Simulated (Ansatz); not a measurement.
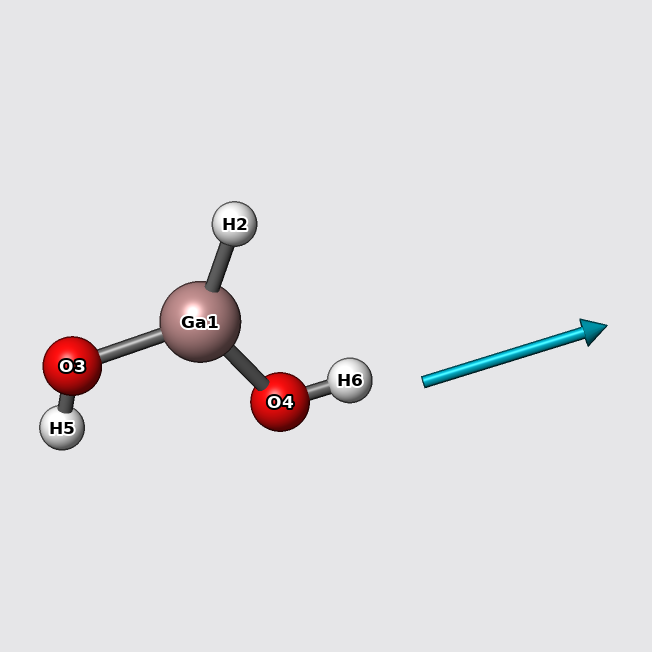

The arrow beside the molecule shows the direction of the dipole moment, from the negative to the positive end (its length means nothing). The computed structure is the end point of a PBE0-D4/def2-TZVP optimisation. Properties computed with RKS PBE0-D4/def2-TZVP (Ansatz 0.2.0).

Q: Estimate the dipole moment.

A: 1.79 D; it points from the side of H5 to the side of H6 (the outermost atoms at the two ends).
